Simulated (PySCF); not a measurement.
# C5H6F2Si2: what the fields show

```xyz
15

C    -3.9931    0.1663    0.3523
C    -2.8917   -0.0122   -0.0955
Si   -1.1936   -0.2097   -0.8008
F    -1.4504   -1.1034   -2.1381
C     0.0674   -1.0300    0.3643
C     1.0991   -0.1718    0.3778
C     2.3695   -0.3466    1.1295
F     3.1090    0.8180    1.1208
Si    0.6048    1.2752   -0.7761
H    -4.9608    0.3032    0.7427
H     0.0426   -1.9554    0.9228
H     2.1992   -0.6013    2.1831
H     3.0032   -1.1164    0.6695
H     0.4892    2.5637   -0.0900
H     1.5011    1.4283   -1.9267
```

Geometry: GFN2-xTB.

All numbers below come from PBE0/pcSseg-1, SCF density, gas phase, non-relativistic (PySCF 2.14.0).

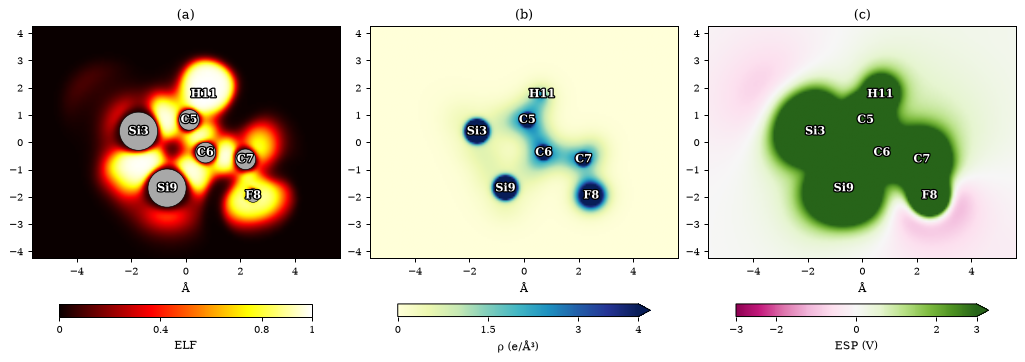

Figure 1. (a) electron localisation function; (b) electron density; (c) electrostatic potential on the plane of atoms C6, C5 and H11. Grey discs cover the atomic cores in the ELF map.

### Read the bonding off the picture.

The section cuts through Si, C, F and H sites. C–F (1.38 Å): ρ at the midpoint is about 2.1 e/Å³, with its minimum of 1.6 e/Å³ about 0.5 Å from C; the ELF peaks at about 0.85 between the atoms, as expected for a shared but strongly polarised pair. Si–Si (2.33 Å): the density is about 0.62 e/Å³ at the midpoint; the ELF peaks at about 0.95 between the atoms: localised, covalent bonding. C–H (1.08 Å): ρ at the midpoint is about 2 e/Å³; the ELF climbs to about 1 towards the hydrogen, as it does in any bond to H: an ordinary covalent bond to hydrogen. C–C (1.34 Å): ρ at the midpoint is about 2.2 e/Å³; the ELF peaks at about 0.90 between the atoms (a multiple bond). The ELF also peaks beside F8, away from the bonds: lone-pair regions. Outside the dense part of the molecule the potential is most negative (−1.1 V) near F8.

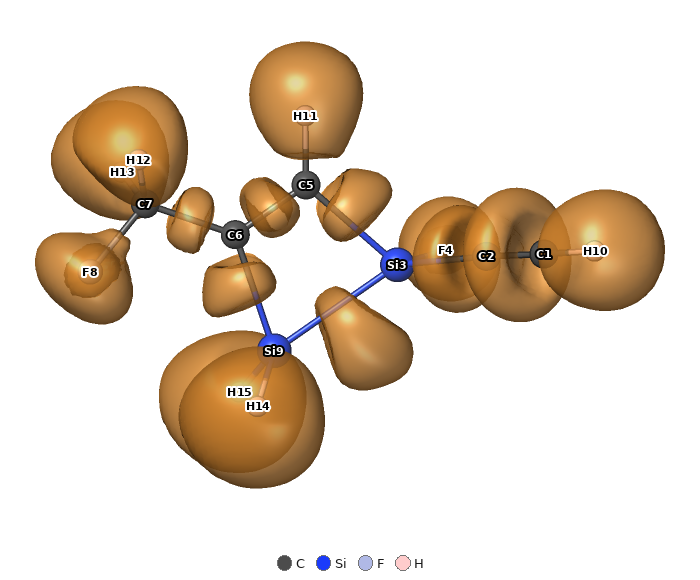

Figure 2. Isosurface of the ELF at 0.75 (orange), seen at a tilt. Only the valence region is drawn (cores and ρ < 0.01 e/Å³ removed).

### Where are the electrons localised?

The surface consists of three regions between bonded C–C atoms (shared pairs), three regions between bonded C–Si atoms (shared pairs), six regions around hydrogen nuclei, one region on F in which the atom's valence shell and bonds are merged, one region on Si in which the atom's valence shell and bonds are merged and one region wrapped around F (its lone pairs, merged into a ring or cap).


C–C (1.20 Å): the ELF peaks at about 0.85 between the atoms; a short, multiple covalent bond.

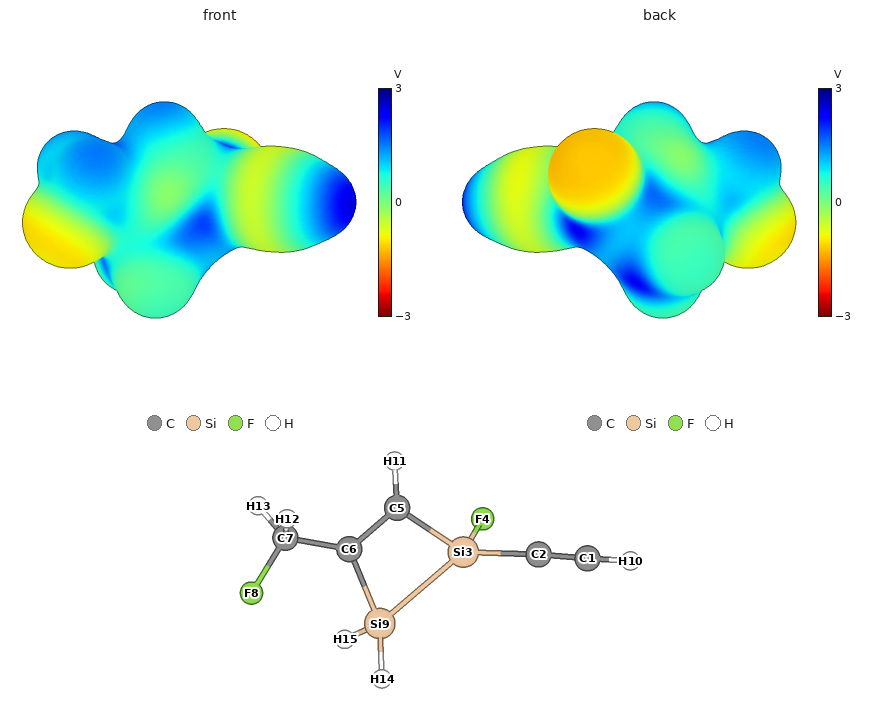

Figure 3. The molecular electrostatic potential painted on the density surface at 0.004 e/bohr³, seen from the front and from behind; the colour scale runs from red (negative) to blue (positive). The bare structure is drawn below in the same view.

### Where is the surface potential most negative and most positive?

The most negative region (about −1.3 V, or −30 kcal/mol for a unit charge) lies over F4, the most positive (about +2.3 V, or +53 kcal/mol for a unit charge) over Si3 and H10.
